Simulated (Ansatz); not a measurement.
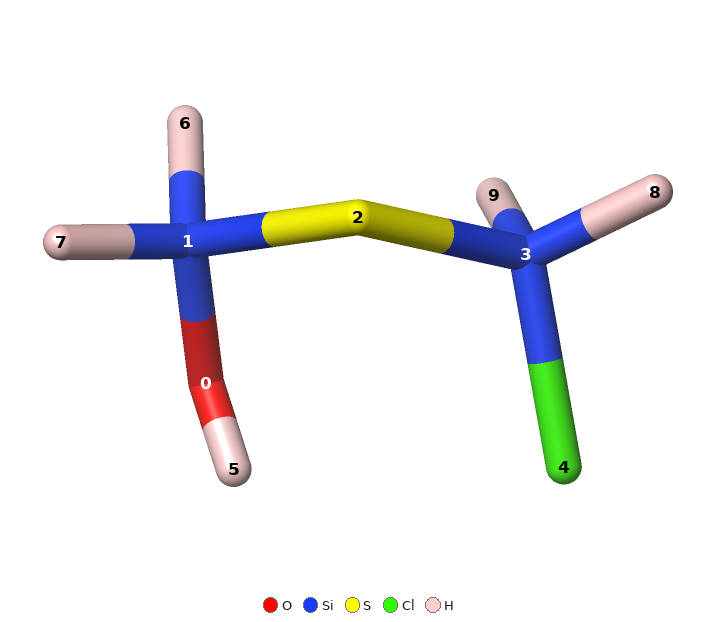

Starting geometry of the run. Atoms are numbered from 0, in the order of the input.

Input file:

```yaml
crystal:
  periodic: [false, false, false]
  atoms:
    - {symbol: O, position_ang: [-0.811688, 1.350629, -0.982644]}
    - {symbol: Si, position_ang: [0.389687, 1.494920, 0.120760]}
    - {symbol: S, position_ang: [0.350602, -0.093040, 1.561791]}
    - {symbol: Si, position_ang: [0.145196, -1.702665, 0.195991]}
    - {symbol: Cl, position_ang: [-1.821174, -1.998054, -0.337608]}
    - {symbol: H, position_ang: [-1.691809, 1.126121, -0.673571]}
    - {symbol: H, position_ang: [1.640245, 1.469649, -0.666459]}
    - {symbol: H, position_ang: [0.293991, 2.723751, 0.945847]}
    - {symbol: H, position_ang: [0.600067, -2.929682, 0.881861]}
    - {symbol: H, position_ang: [0.904882, -1.441628, -1.045969]}
basis:
  gaussian: {orbitals: def2-TZVPP}
hamiltonian: {xc: r2scan, dispersion: d4}
output: {forces: true, orbitals: {seedname: orbitals}}
```

It was started with:

```sh
ansatz run in.yaml --threads 2 --pin off --events-out ev --progress --plain --max-ram 22528MiB --backend cpu
```

Result:

```
Functional definition: r2SCAN
  name "r2SCAN"
  cite "Furness, Kaplan, Ning, Perdew & Sun, J. Phys. Chem. Lett. 11, 8208 (2020) doi:10.1021/acs.jpclett.0c02405"
  cite "Furness, Kaplan, Ning, Perdew & Sun, J. Phys. Chem. Lett. 11, 9248 (2020) doi:10.1021/acs.jpclett.0c03077"
  parent r2scan
  parameter k0 = 0.174
  parameter k1 = 0.065
  parameter a1 = 4.9479
  exchange = r2scan_x(k0 = k0, k1 = k1, a1 = a1)
  correlation = r2scan_c
1600 factors; their error is unknown
mean field evaluation 1: about -41238.8439 eV, gradient 5.8e1 eV
mean field evaluation 2: about -41219.7115 eV, gradient 1.1e2 eV
mean field evaluation 4: about -41244.3001 eV, gradient 6.0e0 eV
mean field evaluation 8: about -41244.3826 eV, gradient 1.9e-1 eV
mean field evaluation 16: about -41244.3389 eV, gradient 3.9e-4 eV
mean field -41244.33886832 eV, -1515.7014969937 hartree, gradient 3.5e-5 eV, S^2 0.000000; 0 other end points of the search recorded, 0 dependent functions left out
the calculation of the forces begins
reference -41244.33888119 eV, -1515.7014974667 hartree; 37, 37 occupied and 232, 232 virtual orbitals, 1600 factors
Total energy: -41244.41715074 eV, -1515.7043738195 hartree
Atom 0 at    -0.811688     1.350629    -0.982644 Å, force    -0.017450     0.001240    -0.066462 eV/Å
Atom 1 at     0.389687     1.494920     0.120760 Å, force     0.057762     0.054065     0.025381 eV/Å
Atom 2 at     0.350602    -0.093040     1.561791 Å, force     0.023003    -0.000568     0.077888 eV/Å
Atom 3 at     0.145196    -1.702665     0.195991 Å, force     0.053035    -0.034488    -0.010075 eV/Å
Atom 4 at    -1.821174    -1.998054    -0.337608 Å, force    -0.068790    -0.017912    -0.028395 eV/Å
Atom 5 at    -1.691809     1.126121    -0.673571 Å, force    -0.027031    -0.006998     0.007975 eV/Å
Atom 6 at     1.640245     1.469649    -0.666459 Å, force    -0.027367     0.010287     0.010230 eV/Å
Atom 7 at     0.293991     2.723751     0.945847 Å, force     0.011340    -0.015061    -0.017615 eV/Å
Atom 8 at     0.600067    -2.929682     0.881861 Å, force     0.000372     0.020818    -0.019003 eV/Å
Atom 9 at     0.904882    -1.441628    -1.045969 Å, force    -0.004874    -0.011384     0.020075 eV/Å
Dipole moment:     0.029877     0.064585     0.037388 e Å
```
